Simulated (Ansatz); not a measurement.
# BFH2: molecular dynamics

Aim: follow the molecule's vibrations and see whether its bonds hold. The start is relaxed first. Runs: 150 steps of 0.5 fs at constant energy, with velocities drawn for 500 K; 150 steps of 0.5 fs at constant energy, with velocities drawn for 50 K. SMILES of the start: BF.

Program: Ansatz 0.2.0. Level of theory: RKS revPBE-D4/def2-SVP. These are calculated values, not measurements.

**1. The system as given**

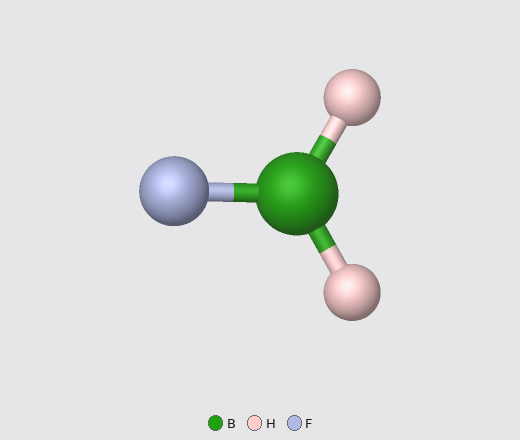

The starting structure, seen from a chosen angle (boron green, hydrogen pink, fluorine light blue).

Structure file:

```xyz
4

B     0.0000    0.0000    0.0000
H     0.0000    0.0000    1.1900
H     1.0305    0.0000   -0.5950
F    -1.1431    0.0000   -0.6600
```

**2. Relaxing the start**

input.yaml reads:

```yaml
crystal:
  periodic: [false, false, false]
  atoms:
    - { symbol: B, position_ang: [0.0, 0.0, 0.0] }
    - { symbol: H, position_ang: [0.0, 0.0, 1.19] }
    - { symbol: H, position_ang: [1.0305, 0.0, -0.595] }
    - { symbol: F, position_ang: [-1.1431, 0.0, -0.66] }
basis:
  gaussian: { orbitals: def2-SVP }
hamiltonian:
  xc: revpbe
  dispersion: d4
relax:
  f_tol: 0.02
  max_steps: 40
```

Started as:

```sh
ansatz run input.yaml --threads 1 --pin off --max-ram 2048MiB --backend cpu --events-out ev --progress --plain --runs-dir out
```

Output, shortened:

```text
Warning: RAYON_NUM_THREADS=1 ignored (pool sized by the plan → 1); use --threads N
[...]
Functional definition: revPBE
[...]
418 factors; their error is unknown
[...]
mean field -3422.64299870 eV, -125.7798102517 hartree, gradient 1.2e-5 eV, S^2 0.000000; 0 other end points of the search recorded, 0 dependent functions left out
[...]
reference -3422.64302878 eV, -125.7798113570 hartree; 8, 8 occupied and 30, 30 virtual orbitals, 418 factors
relax step   1: F+E_penalty+E_count = -3422.72959304 eV  Δ(F+E_penalty+E_count) = +0.000e0 eV  max|allowed force component| = 7.369e-1 eV/Å  Δτ_max = 0.0000 Å  (23 SCF iters, accepted)
[...]
relax step   4: F+E_penalty+E_count = -3422.76489600 eV  Δ(F+E_penalty+E_count) = -2.749e-3 eV  max|allowed force component| = 8.836e-2 eV/Å  Δτ_max = 0.0072 Å  (27 SCF iters, accepted)
[...]
relax step   5: F+E_penalty+E_count = -3422.76574129 eV  Δ(F+E_penalty+E_count) = -8.453e-4 eV  max|allowed force component| = 5.594e-3 eV/Å  Δτ_max = 0.0086 Å  (26 SCF iters, accepted)
418 factors; their error is unknown
[...]
mean field -3422.67922225 eV, -125.7811414423 hartree, gradient 1.4e-5 eV, S^2 0.000000; 1 other end points of the search recorded, 0 dependent functions left out
[...]
reference -3422.67925238 eV, -125.7811425495 hartree; 8, 8 occupied and 30, 30 virtual orbitals, 418 factors
Total energy: -3422.76577142 eV, -125.7843220659 hartree
Atom 0 at     0.014879    -0.000000     0.008592 Å, force     0.003369    -0.000000     0.001961 eV/Å
Atom 1 at    -0.034178     0.000000     1.227148 Å, force    -0.002021     0.000000    -0.005295 eV/Å
Atom 2 at     1.045648     0.000000    -0.643174 Å, force    -0.005594     0.000000     0.000889 eV/Å
Atom 3 at    -1.138949     0.000000    -0.657566 Å, force     0.004246     0.000000     0.002445 eV/Å
Dipole moment:     0.080503    -0.000000     0.046478 e Å
```

Wall time 3.2 s (1 thread of Arm Neoverse V1, shared host); peak memory 0.094 GiB.

Relaxation path:

```tsv
step	energy from step 1 (eV)	largest force component (eV/Å)
1	0.0000	0.7369
2	-0.0326	0.2013
3x	-0.0317	0.5493
4	-0.0353	0.0884
5	-0.0361	0.0056
```

Step 1 is the start. 1 step was tried and not accepted (marked x).

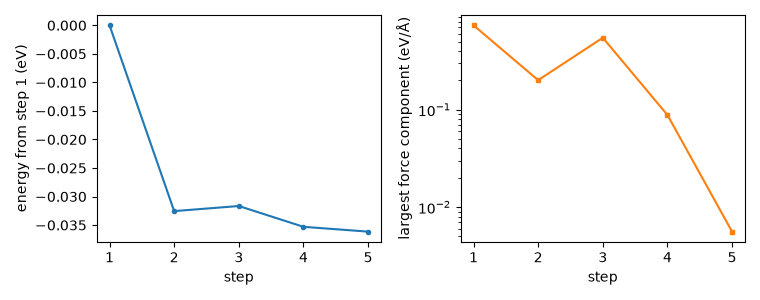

Energy and largest force along the relaxation.

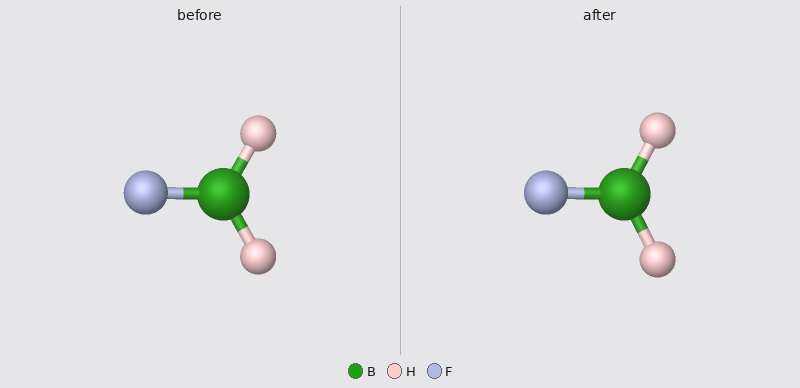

The structure before (left) and after (right), drawn at the same scale.

After: Bond lengths: B1–H2 1.220 Å, B1–H3 1.220 Å, B1–F4 1.332 Å. Angles: H2–B1–H3 124.6°, H2–B1–F4 117.7°, H3–B1–F4 117.7°.

**3. Run 1**

150 steps of 0.5 fs at constant energy, with velocities drawn for 500 K, from the relaxed start. H is given a mass of 2.014 u.

input.yaml reads:

```yaml
crystal:
  periodic: [false, false, false]
  atoms:
    - { symbol: B, position_ang: [0.014879, 0.0, 0.008592] }
    - { symbol: H, position_ang: [-0.034178, 0.0, 1.227148] }
    - { symbol: H, position_ang: [1.045648, 0.0, -0.643174] }
    - { symbol: F, position_ang: [-1.138949, 0.0, -0.657566] }
basis:
  gaussian: { orbitals: def2-SVP }
hamiltonian:
  xc: revpbe
  dispersion: d4
md:
  timestep: 0.5
  n_steps: 150
  ensemble: nve
  temperature: 500.0
  initial_velocities: maxwell_boltzmann
  seed: 252479
  masses: [{ species: H, mass: 2.014 }]
```

Started as:

```sh
ansatz run input.yaml --threads 1 --pin off --max-ram 2048MiB --backend cpu --events-out ev --progress --plain --runs-dir out
```

Output, shortened:

```text
Warning: RAYON_NUM_THREADS=1 ignored (pool sized by the plan → 1); use --threads N
[...]
[... 1 set-up line as earlier in the session ...]
[...]
418 factors; their error is unknown
[...]
mean field -3422.67922225 eV, -125.7811414422 hartree, gradient 1.6e-5 eV, S^2 0.000000; 0 other end points of the search recorded, 0 dependent functions left out
[...]
reference -3422.67925238 eV, -125.7811425495 hartree; 8, 8 occupied and 30, 30 virtual orbitals, 418 factors
md step     0: t =     0.00 fs  T =   500.0 K  F+E_penalty+E_count = -3422.76574130 eV  E_kin = 0.129260 eV  conserved = -3422.63648130 eV  (22 SCF iters)
[...]
md step    19: t =     9.50 fs  T =    51.1 K  F+E_penalty+E_count = -3422.64949593 eV  E_kin = 0.013198 eV  conserved = -3422.63629777 eV  (19 SCF iters)
[...]
md step    38: t =    19.00 fs  T =   461.1 K  F+E_penalty+E_count = -3422.75565919 eV  E_kin = 0.119212 eV  conserved = -3422.63644733 eV  (25 SCF iters)
[...]
md step    57: t =    28.50 fs  T =    99.1 K  F+E_penalty+E_count = -3422.66191068 eV  E_kin = 0.025619 eV  conserved = -3422.63629207 eV  (25 SCF iters)
[...]
md step    76: t =    38.00 fs  T =   341.0 K  F+E_penalty+E_count = -3422.72452753 eV  E_kin = 0.088157 eV  conserved = -3422.63637021 eV  (26 SCF iters)
md step    77: t =    38.50 fs  T =   364.4 K  F+E_penalty+E_count = -3422.73057924 eV  E_kin = 0.094212 eV  conserved = -3422.63636760 eV  (24 SCF iters)
```

**4. The output, continued: dynamics from the start**

The log, continued, shortened:

```text
md step    78: t =    39.00 fs  T =   386.3 K  F+E_penalty+E_count = -3422.73624262 eV  E_kin = 0.099876 eV  conserved = -3422.63636677 eV  (25 SCF iters)
[...]
md step    96: t =    48.00 fs  T =   167.1 K  F+E_penalty+E_count = -3422.67948081 eV  E_kin = 0.043192 eV  conserved = -3422.63628913 eV  (24 SCF iters)
[...]
md step   114: t =    57.00 fs  T =   218.4 K  F+E_penalty+E_count = -3422.69277171 eV  E_kin = 0.056457 eV  conserved = -3422.63631464 eV  (25 SCF iters, 3 dispersion substeps)
[...]
md step   132: t =    66.00 fs  T =   334.7 K  F+E_penalty+E_count = -3422.72288287 eV  E_kin = 0.086530 eV  conserved = -3422.63635254 eV  (24 SCF iters)
[...]
md step   149: t =    74.50 fs  T =    70.9 K  F+E_penalty+E_count = -3422.65461716 eV  E_kin = 0.018333 eV  conserved = -3422.63628416 eV  (26 SCF iters)
[...]
md step   150: t =    75.00 fs  T =    74.4 K  F+E_penalty+E_count = -3422.65551706 eV  E_kin = 0.019245 eV  conserved = -3422.63627239 eV  (21 SCF iters)
Total energy: -3422.65554717 eV, -125.7802713994 hartree
Atom 0 at     0.001448     0.006549     0.048228 Å, force    -0.268546    -0.175092    -1.031899 eV/Å
Atom 1 at     0.088669    -0.000771     1.258856 Å, force    -0.512508     0.062302     0.061100 eV/Å
Atom 2 at     0.937627    -0.021285    -0.691078 Å, force     0.890812     0.049425    -0.049945 eV/Å
Atom 3 at    -1.132879    -0.001388    -0.678402 Å, force    -0.109757     0.063364     1.020744 eV/Å
Dipole moment:     0.071942     0.007515     0.094892 e Å
```

It took 68 s on 1 thread of Arm Neoverse V1, shared host; peak memory 0.077 GiB.

**5. What the atoms did**

One step in 11; energies are changes from step 0:

```tsv
time (fs)	T (K)	potential energy change (meV/atom)	total energy change (meV/atom)
0.0	500	0.0	0.00
5.5	214	18.5	0.04
11.0	30	30.5	0.06
16.5	329	11.1	0.02
22.0	439	3.9	0.03
27.5	164	21.8	0.04
33.0	51	29.1	0.05
38.5	364	8.8	0.03
44.0	442	3.8	0.01
49.5	83	27.0	0.06
55.0	128	24.1	0.04
60.5	419	5.3	0.02
66.0	335	10.7	0.03
71.5	107	25.4	0.04
75.0	74	27.6	0.05
```

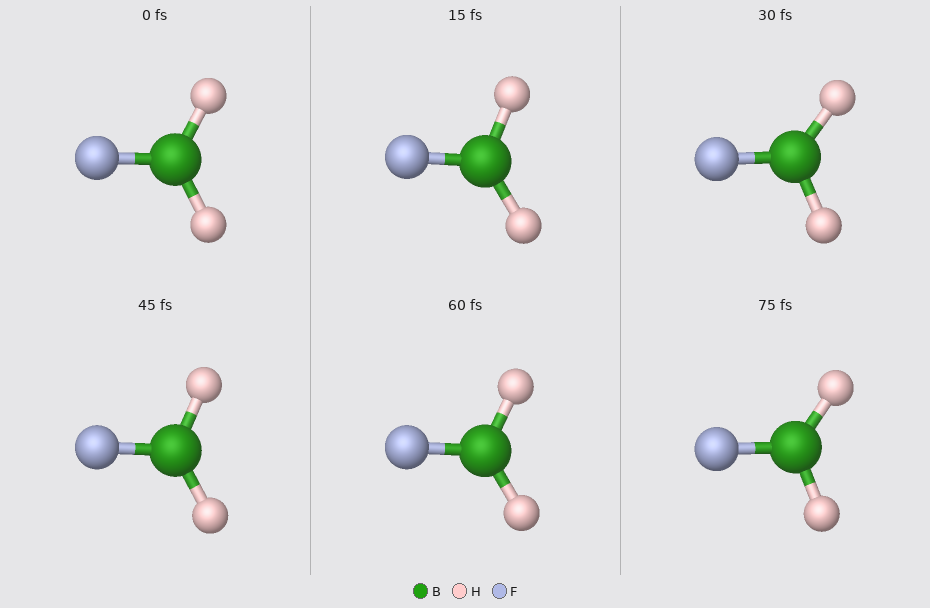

Six frames of the run, seen from a chosen angle. Sticks join atoms within a bonding distance in each frame.

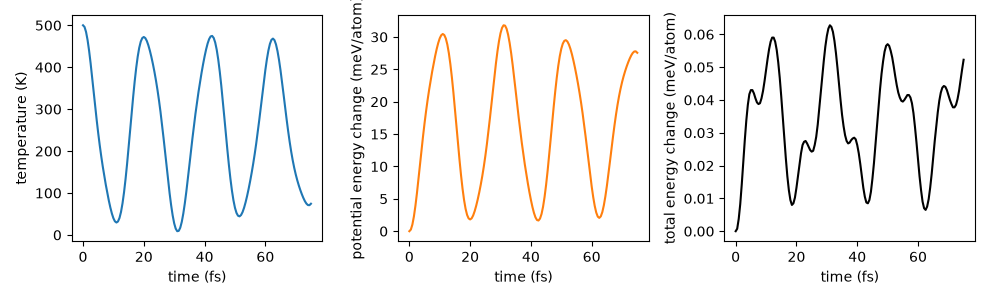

Time series of the run, each on its own scale.

**6. Snapshots as a file**

Extended XYZ, with forces in eV/Å:

```xyz
4
time_fs=9.5 T=51 dE=0.1162
B     0.035   -0.014   -0.028   -0.316    0.415    0.873
H    -0.173    0.027    1.173    0.698   -0.142    0.273
H     1.130    0.027   -0.595   -0.511   -0.151   -0.108
F    -1.145    0.002   -0.636    0.129   -0.123   -1.038
4
time_fs=19.0 T=461 dE=0.0101
B     0.024   -0.001   -0.002   -0.519    0.035    0.374
H    -0.063    0.003    1.216    0.137   -0.013   -0.009
H     1.068    0.002   -0.614    0.066   -0.012   -0.230
F    -1.144    0.000   -0.654    0.317   -0.011   -0.136
4
time_fs=28.0 T=131 dE=0.0957
B    -0.008    0.014    0.044    0.823   -0.420   -1.022
H     0.098   -0.025    1.264   -0.602    0.145   -0.143
H     0.984   -0.029   -0.687    0.052    0.151    0.354
F    -1.133   -0.003   -0.677   -0.273    0.124    0.811
4
time_fs=37.5 T=316 dE=0.0477
B     0.002    0.004    0.031    0.045   -0.099   -0.324
H     0.047   -0.004    1.253   -0.366    0.036   -0.129
H     0.972   -0.009   -0.673    0.635    0.031   -0.073
F    -1.132   -0.001   -0.670   -0.314    0.032    0.526
4
time_fs=47.0 T=241 dE=0.0670
B     0.029   -0.014   -0.014   -0.029    0.422    0.398
H    -0.138    0.031    1.197    0.525   -0.144    0.068
H     1.116    0.023   -0.629   -0.679   -0.155    0.178
F    -1.144    0.002   -0.643    0.184   -0.124   -0.644
4
time_fs=56.0 T=170 dE=0.0855
B     0.038   -0.005   -0.025   -1.003    0.158    0.968
H    -0.138    0.016    1.176    0.517   -0.053    0.300
H     1.105    0.004   -0.577    0.114   -0.053   -0.498
F    -1.147    0.001   -0.640    0.372   -0.052   -0.770
4
time_fs=65.5 T=364 dE=0.0352
B     0.000    0.014    0.020    0.914   -0.404   -0.269
H     0.041   -0.017    1.252   -0.371    0.139   -0.287
H     1.046   -0.034   -0.654   -0.395    0.150    0.254
F    -1.139   -0.002   -0.666   -0.148    0.114    0.301
4
time_fs=75.0 T=74 dE=0.1102
B     0.001    0.006    0.048   -0.269   -0.175   -1.032
H     0.089   -0.001    1.259   -0.512    0.062    0.061
H     0.938   -0.021   -0.691    0.891    0.049   -0.050
F    -1.133   -0.001   -0.678   -0.110    0.063    1.021
```

On run 1: The temperature starts at 500 K and averages 261 K in the second half, where it ranges from 44 to 475 K. About half is expected from a start at a minimum: kinetic energy passes into potential energy until both shares match. The total energy strays from its start by at most 0.06 meV/atom, 0.4 % of the mean kinetic energy, so a step of 0.5 fs is short enough over this time. The bonds all hold.

**7. Run 2**

150 steps of 0.5 fs at constant energy, with velocities drawn for 50 K, starting from the last frame of an earlier run, with new velocities.

input.yaml reads:

```yaml
crystal:
  periodic: [false, false, false]
  atoms:
    - { symbol: B, position_ang: [0.001448, 0.006549, 0.048228] }
    - { symbol: H, position_ang: [0.088669, -0.000771, 1.258856] }
    - { symbol: H, position_ang: [0.937627, -0.021285, -0.691078] }
    - { symbol: F, position_ang: [-1.132879, -0.001388, -0.678402] }
basis:
  gaussian: { orbitals: def2-SVP }
hamiltonian:
  xc: revpbe
  dispersion: d4
md:
  timestep: 0.5
  n_steps: 150
  ensemble: nve
  temperature: 50.0
  initial_velocities: maxwell_boltzmann
  seed: 901850
```

Started as:

```sh
ansatz run input.yaml --threads 1 --pin off --max-ram 2048MiB --backend cpu --events-out ev --progress --plain --runs-dir out
```

Output, shortened:

```text
Warning: RAYON_NUM_THREADS=1 ignored (pool sized by the plan → 1); use --threads N
[...]
[... 1 set-up line as earlier in the session ...]
[...]
418 factors; their error is unknown
[...]
mean field -3422.56922114 eV, -125.7770989760 hartree, gradient 2.6e-5 eV, S^2 0.000000; 0 other end points of the search recorded, 0 dependent functions left out
[...]
reference -3422.56925121 eV, -125.7771000813 hartree; 8, 8 occupied and 30, 30 virtual orbitals, 418 factors
md step     0: t =     0.00 fs  T =    50.0 K  F+E_penalty+E_count = -3422.65551513 eV  E_kin = 0.012926 eV  conserved = -3422.64258913 eV  (20 SCF iters)
[...]
md step    19: t =     9.50 fs  T =   386.4 K  F+E_penalty+E_count = -3422.74278075 eV  E_kin = 0.099883 eV  conserved = -3422.64289733 eV  (25 SCF iters, 3 dispersion substeps)
[...]
md step    38: t =    19.00 fs  T =   171.1 K  F+E_penalty+E_count = -3422.68690588 eV  E_kin = 0.044245 eV  conserved = -3422.64266126 eV  (25 SCF iters, 3 dispersion substeps)
[...]
md step    57: t =    28.50 fs  T =   224.3 K  F+E_penalty+E_count = -3422.70074980 eV  E_kin = 0.057984 eV  conserved = -3422.64276602 eV  (25 SCF iters, 3 dispersion substeps)
[...]
md step    75: t =    37.50 fs  T =   307.2 K  F+E_penalty+E_count = -3422.72216910 eV  E_kin = 0.079417 eV  conserved = -3422.64275191 eV  (25 SCF iters, 3 dispersion substeps)
md step    76: t =    38.00 fs  T =   337.5 K  F+E_penalty+E_count = -3422.73000501 eV  E_kin = 0.087250 eV  conserved = -3422.64275546 eV  (25 SCF iters, 3 dispersion substeps)
```

**8. More of the same log: dynamics from the last frame of an earlier run**

Output, continued, shortened:

```text
md step    77: t =    38.50 fs  T =   366.4 K  F+E_penalty+E_count = -3422.73748659 eV  E_kin = 0.094719 eV  conserved = -3422.64276714 eV  (25 SCF iters, 3 dispersion substeps)
[...]
md step    95: t =    47.50 fs  T =    71.5 K  F+E_penalty+E_count = -3422.66115058 eV  E_kin = 0.018491 eV  conserved = -3422.64265916 eV  (25 SCF iters, 3 dispersion substeps)
[...]
md step   113: t =    56.50 fs  T =   425.6 K  F+E_penalty+E_count = -3422.75289268 eV  E_kin = 0.110029 eV  conserved = -3422.64286377 eV  (25 SCF iters, 3 dispersion substeps)
[...]
md step   131: t =    65.50 fs  T =    28.8 K  F+E_penalty+E_count = -3422.65001371 eV  E_kin = 0.007435 eV  conserved = -3422.64257858 eV  (19 SCF iters, 3 dispersion substeps)
[...]
md step   149: t =    74.50 fs  T =   424.7 K  F+E_penalty+E_count = -3422.75261923 eV  E_kin = 0.109783 eV  conserved = -3422.64283672 eV  (24 SCF iters, 3 dispersion substeps)
[...]
md step   150: t =    75.00 fs  T =   420.3 K  F+E_penalty+E_count = -3422.75149874 eV  E_kin = 0.108647 eV  conserved = -3422.64285202 eV  (21 SCF iters, 3 dispersion substeps)
Total energy: -3422.75152870 eV, -125.7837986554 hartree
Atom 0 at     0.016652     0.004618     0.010648 Å, force    -0.290153    -0.081150     0.505402 eV/Å
Atom 1 at    -0.103183    -0.020207     1.246825 Å, force     0.248142     0.034500    -0.435483 eV/Å
Atom 2 at     1.073080     0.017243    -0.613082 Å, force    -0.200457     0.021657     0.061532 eV/Å
Atom 3 at    -1.138538    -0.001302    -0.660519 Å, force     0.242468     0.024993    -0.131451 eV/Å
Dipole moment:     0.090816     0.003280     0.033210 e Å
```

Run time: 67 s. Hardware: 1 thread of Arm Neoverse V1, shared host; peak memory 0.077 GiB.

**9. The trajectory**

One step in 11; energies are changes from step 0:

```tsv
time (fs)	T (K)	potential energy change (meV/atom)	total energy change (meV/atom)
0.0	50	0.0	0.00
5.5	359	-20.0	-0.04
11.0	274	-14.5	-0.05
16.5	78	-1.8	-0.02
22.0	383	-21.6	-0.07
27.5	287	-15.4	-0.05
33.0	43	0.5	0.00
38.5	366	-20.5	-0.04
44.0	284	-15.2	-0.04
49.5	55	-0.4	-0.02
55.0	383	-21.6	-0.07
60.5	296	-15.9	-0.05
66.0	30	1.3	0.00
71.5	357	-19.9	-0.05
75.0	420	-24.0	-0.07
```

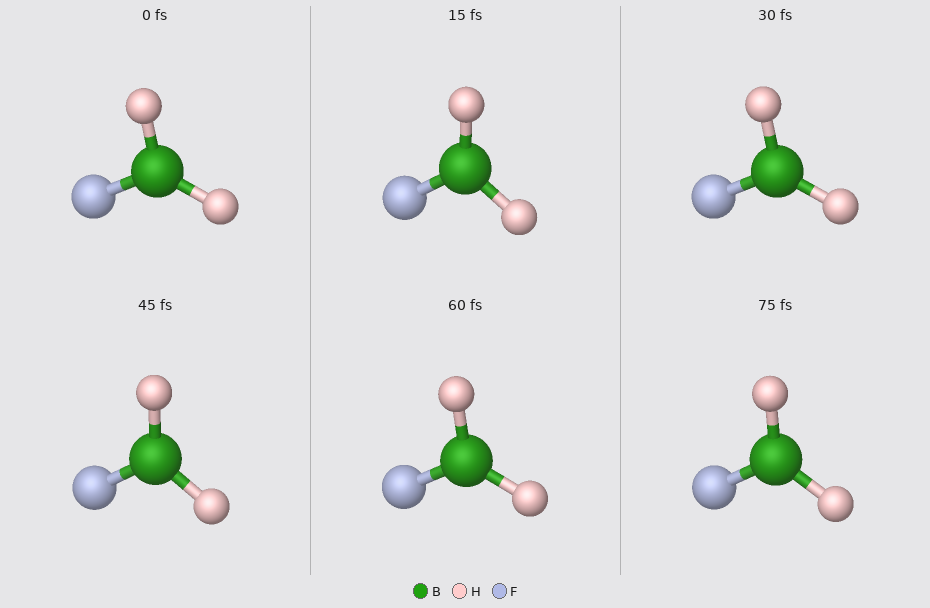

The system at six times, viewed from a chosen angle. Sticks join atoms within a bonding distance in each frame.

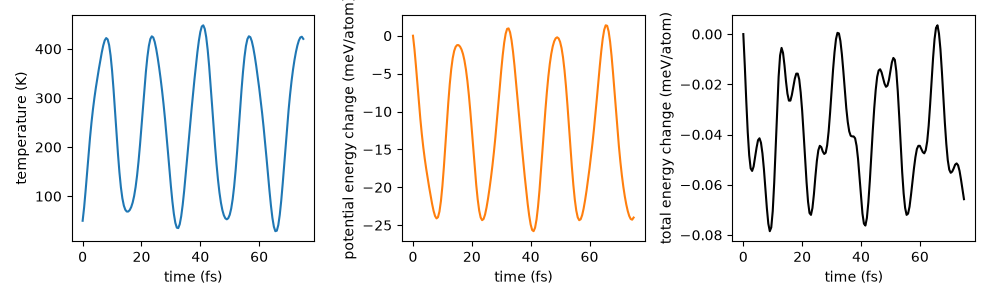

Time series of the run, each on its own scale.

**10. Frames from the trajectory**

Extended XYZ, with forces in eV/Å:

```xyz
4
time_fs=9.5 T=386 dE=-0.0873
B     0.009    0.008    0.003    0.119   -0.254    0.796
H    -0.123   -0.012    1.221    0.261    0.092   -0.028
H     1.076   -0.024   -0.584   -0.080    0.089   -0.144
F    -1.133   -0.002   -0.657   -0.300    0.073   -0.624
4
time_fs=19.0 T=171 dE=-0.0314
B     0.022   -0.006   -0.001   -0.140    0.372    0.594
H    -0.163    0.034    1.210    0.431   -0.124    0.024
H     1.147    0.033   -0.544   -0.788   -0.141   -0.040
F    -1.143    0.001   -0.656    0.497   -0.107   -0.578
4
time_fs=28.0 T=257 dE=-0.0537
B     0.004    0.001    0.041    0.004    0.047   -1.017
H     0.061    0.005    1.253   -0.426   -0.018    0.076
H     0.984    0.010   -0.674    0.359   -0.015    0.117
F    -1.135    0.000   -0.675    0.064   -0.015    0.824
4
time_fs=37.5 T=307 dE=-0.0667
B    -0.004    0.011    0.027    0.399   -0.363   -0.005
H     0.013   -0.034    1.249   -0.263    0.134   -0.106
H     0.974   -0.020   -0.668    0.620    0.123   -0.048
F    -1.128   -0.002   -0.667   -0.756    0.107    0.158
4
time_fs=47.0 T=87 dE=-0.0096
B     0.028   -0.002   -0.006   -0.602    0.193    0.922
H    -0.197    0.010    1.206    0.617   -0.066   -0.056
H     1.146    0.031   -0.535   -0.597   -0.076   -0.149
F    -1.144    0.000   -0.653    0.582   -0.051   -0.717
4
time_fs=56.0 T=420 dE=-0.0959
B     0.015   -0.004    0.015    0.028    0.282   -0.105
H    -0.051    0.014    1.229   -0.052   -0.097    0.094
H     1.093    0.041   -0.585   -0.402   -0.106   -0.041
F    -1.141    0.000   -0.663    0.426   -0.079    0.053
4
time_fs=65.5 T=29 dE=0.0055
B    -0.008    0.010    0.042    0.441   -0.312   -0.973
H     0.073   -0.039    1.243   -0.440    0.107    0.289
H     0.923   -0.008   -0.713    0.883    0.116    0.086
F    -1.126   -0.002   -0.673   -0.884    0.090    0.597
4
time_fs=75.0 T=420 dE=-0.0960
B     0.017    0.005    0.011   -0.290   -0.081    0.505
H    -0.103   -0.020    1.247    0.248    0.035   -0.435
H     1.073    0.017   -0.613   -0.201    0.022    0.061
F    -1.139   -0.001   -0.660    0.242    0.025   -0.132
```

Reading of run 2. The temperature starts at 50 K and averages 257 K in the second half, where it ranges from 29 to 448 K; the start was no minimum (force components up to 1.0 eV/Å), and the potential energy that it sheds (13 meV/atom) turns into motion, which in so few atoms is no thermal temperature. The total energy strays from its start by at most 0.08 meV/atom, 0.5 % of the mean kinetic energy, which is good for a step of 0.5 fs. The bonds all hold.

**11. Summary of results**

| quantity | value |
| --- | --- |
| relaxation of the start | 3 moves, 0.036 eV lower |
| run 1: length | 150 steps of 0.5 fs |
| run 1: temperature, first and last step | 500 and 74 K |
| run 1: temperature, second half | mean 261 K, from 44 to 475 K |
| run 1: potential energy, second half | +15 meV/atom from this run's first step |
| run 1: largest change of the total energy | 0.06 meV/atom |
| run 1: bonds formed or broken | 0 |
| run 2: length | 150 steps of 0.5 fs |
| run 2: temperature, first and last step | 50 and 420 K |
| run 2: temperature, second half | mean 257 K, from 29 to 448 K |
| run 2: potential energy, second half | -13 meV/atom from this run's first step |
| run 2: largest change of the total energy | 0.08 meV/atom |
| run 2: bonds formed or broken | 0 |

Mean temperatures of the second halves: 261 K, 257 K. No bond formed or broke in any run. Averages from a run of 75 fs with 4 atoms are rough. The nuclei move classically, without zero-point motion, which matters most for hydrogen.
